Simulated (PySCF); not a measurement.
# C10H8: the cost of one run

Computed with PySCF 2.14.0, with density-fitted response routines of our own, on a single molecule in the gas phase. Atoms count from 0, in the outputs and in this text.

## 1. Starting geometry

18 atoms, charge 0, multiplicity 1; geometry from: GFN2-xTB.

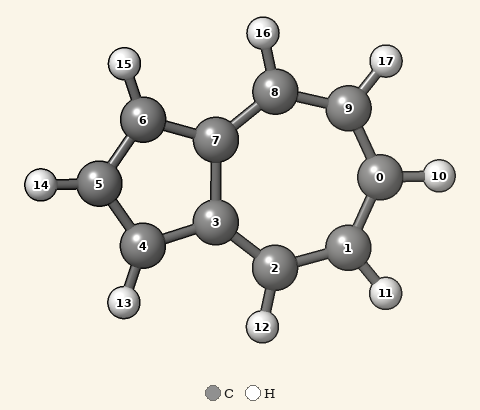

As it starts; carbon grey, hydrogen white, atoms numbered.

## 2. Optimising the geometry at PBE0-D3(BJ)/def2-SVP

The job: settings as JSON, then the geometry in Å.

```
{"job": {"xc": "PBE0", "basis": "def2-SVP", "d3": "d3bj", "grid": 2, "kind": "geom"}, "charge": 0, "multiplicity": 1}
C     -2.471550     0.289660     0.124160
C     -1.750940     1.461590    -0.060860
C     -0.378410     1.629730    -0.174310
C      0.614740     0.670190    -0.124000
C      1.986480     0.901520    -0.245270
C      2.658280    -0.313250    -0.143330
C      1.738690    -1.339180     0.050450
C      0.452580    -0.795590     0.068180
C     -0.724880    -1.500110     0.232010
C     -2.025560    -1.017890     0.258360
H     -3.547660     0.414010     0.173320
H     -2.342340     2.366600    -0.130620
H     -0.033450     2.647860    -0.321720
H      2.441980     1.863290    -0.395880
H      3.725280    -0.439840    -0.204730
H      1.972550    -2.381950     0.165000
H     -0.611320    -2.572110     0.355440
H     -2.799730    -1.762470     0.399550
```

Q: Estimate the wall time of this first job on 8 threads of AMD EPYC 7R13 (Zen 3), shared host.

About 98 s.
